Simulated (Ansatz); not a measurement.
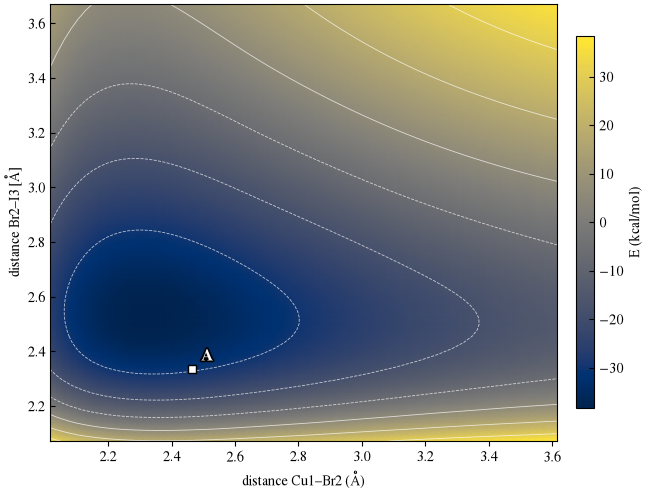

The system Cu⁺ + BrI. The first coordinate is: distance Cu1–Br2; the second: distance Br2–I3. Nothing is relaxed (the angle Cu1–Br2–I3 is fixed at 100 degrees). The scan uses a 9 × 9 grid. Points are written as (first, second). All energies are given in kcal/mol relative to Cu with charge +1 far from the relaxed BrI (each part in its own basis). The reference is spin-restricted, so regions where a bond is pulled apart into radicals lie too high. Level of theory: RKS PBE0-D4/def2-SVPD in Ansatz 0.2.0.

In the figure: a smooth colour map with a few white contour lines, the point A. Between grid points the surface is interpolated.

Question: Which way does the force act at A, and how strong is it?

Answer: A, at (2.463 Å, 2.336 Å), is not a stationary point. The computed force is 13 kcal/mol for each Å towards smaller values of distance Cu1–Br2 and 77 kcal/mol for each Å towards larger values of distance Br2–I3.
